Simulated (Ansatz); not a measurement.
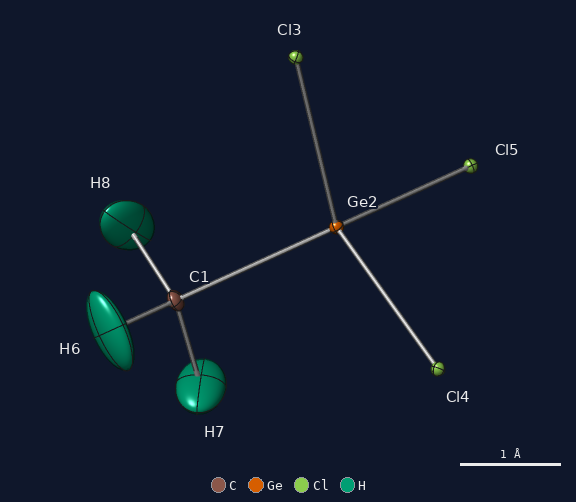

Displacement ellipsoids at the 50 % level, from the internal vibrations of the free molecule (harmonic, no overall translation or rotation; no half-axis is drawn under 0.075 Å). Vibrations computed with RKS PBE0-D4/def2-TZVP (Ansatz 0.2.0). Temperature: 100 K.

Give the displacement parameters, one line for each set of equivalent atoms.

```
         atom  U_eq (Å²)   rms amplitudes (Å)
           C1     0.0043  0.048, 0.073, 0.073
          Ge2    0.00059  0.024, 0.024, 0.025
Cl3, Cl4, Cl5     0.0015  0.032, 0.040, 0.045
   H6, H7, H8     0.0385  0.093, 0.164, 0.283
```
